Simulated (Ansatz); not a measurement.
**HSSeSi−: a short trajectory**

The task is to watch the atoms for 40 steps of 0.5 fs, started with velocities for 1500 K and run with a Langevin thermostat.

Method: PBE0-D4/def2-SVPD; program: Ansatz 0.2.0, Gaussian basis.

### 1 The starting structure

SMILES `S=[SiH][Se-]`, 4 atoms, charge -1, spin multiplicity 1.

Atoms are counted from 1 here; the program's logs count them from 0.

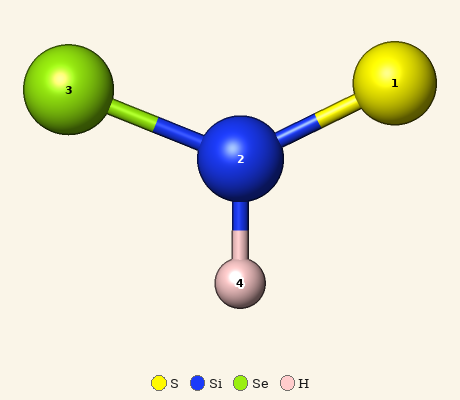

The starting geometry (sulfur yellow, silicon blue, selenium green, hydrogen pink); atoms are numbered from 1 in the order of the file.

As a file:

```
atom    x (Å)    y (Å)    z (Å)
  S1  -1.6198  -0.0857   1.2228
 Si2  -0.0585   0.0411  -0.0346
 Se3   1.9703  -0.6992   0.1019
  H4  -0.2920   0.7437  -1.2900
```

### 2 The run

The input, md/in.yaml:

```yaml
crystal:
  periodic: [false, false, false]
  atoms:
    - {symbol: S, position_ang: [-1.619760, -0.085680, 1.222780]}
    - {symbol: Si, position_ang: [-0.058490, 0.041090, -0.034600]}
    - {symbol: Se, position_ang: [1.970280, -0.699150, 0.101860]}
    - {symbol: H, position_ang: [-0.292020, 0.743740, -1.290040]}
basis:
  gaussian: {orbitals: def2-SVPD}
total_charge: -1
hamiltonian: {xc: pbe0, dispersion: d4}
md: {n_steps: 40, timestep: 0.5, temperature: 1500, ensemble: nvt_langevin, seed: 496, friction: 0.002, initial_velocities: maxwell_boltzmann}
```

Started as:

```bash
ansatz run in.yaml --threads 2 --pin off --events-out ev --progress --plain --max-ram 3481MiB
```

**Question.** What will these runs give? Wanted: temperature at the start; mean temperature, second half; lowest and highest potential energy, from the first frame; largest change of potential + kinetic.

The runs gave:

| quantity | value |
| --- | --- |
| length | 40 steps, 20.0 fs |
| temperature at the start | 1125 K |
| mean temperature, second half | 850 K |
| lowest and highest potential energy, from the first frame | -20 and 336 meV |
| largest change of potential + kinetic | 62.6 meV |

What this shows: The thermostat trades energy with the molecule, so the sum of potential and kinetic energy isn't conserved: it changes by -52 meV over the run. The mean temperature of the second half is still well below the 1500 K set. The instant temperature ranges from 526 to 1169 K, as energy passes between motion and strain. No bond breaks or forms, judged by distance. Under Langevin the temperature counts 3N degrees of freedom, more than the drawn velocities fill, so it starts at 1125 K, not 1500 K.
